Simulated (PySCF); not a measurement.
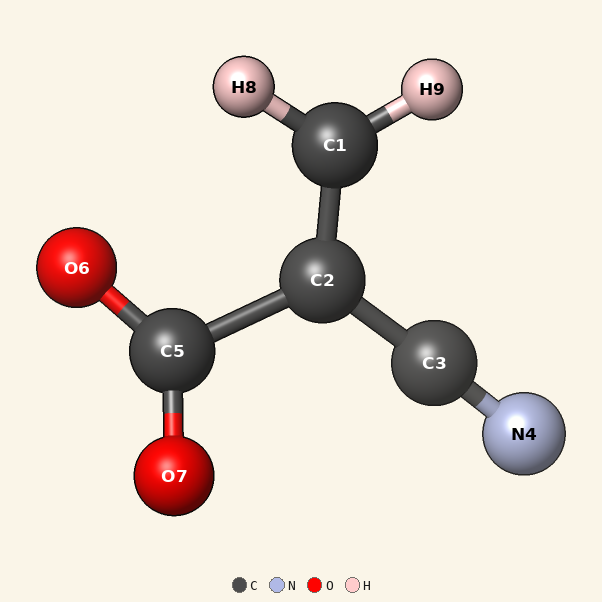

Charge −1, singlet. Geometry: an image of a reaction path computed with GFN2-xTB, not a minimum. Method: B3LYP/pcJ-1 indirect spin-spin coupling, non-relativistic, gas phase (PySCF 2.14.0). Isotopes: 13C, 1H, 15N, 17O.

Give the spin–spin coupling constants of these pairs, with the number of bonds between them: C2/C5, C2/C3, C3/N4, C5/O6, C2/H9, C2/O6, C2/H8, H8/H9, C1/O7, C1/O6, C3/H9, C5/H9.

```
  pair  bonds apart  J (Hz)
C2, C5            1    40.9
C2, C3            1    88.6
C3, N4            1   −23.7
C5, O6            1    26.2
C2, H9            2    −3.8
C2, O6            2   −11.3
C2, H8            2    −1.4
H8, H9            2     4.1
C1, O7            3    −1.8
C1, O6            3    −1.1
C3, H9            3     8.3
C5, H9            3     7.6
```
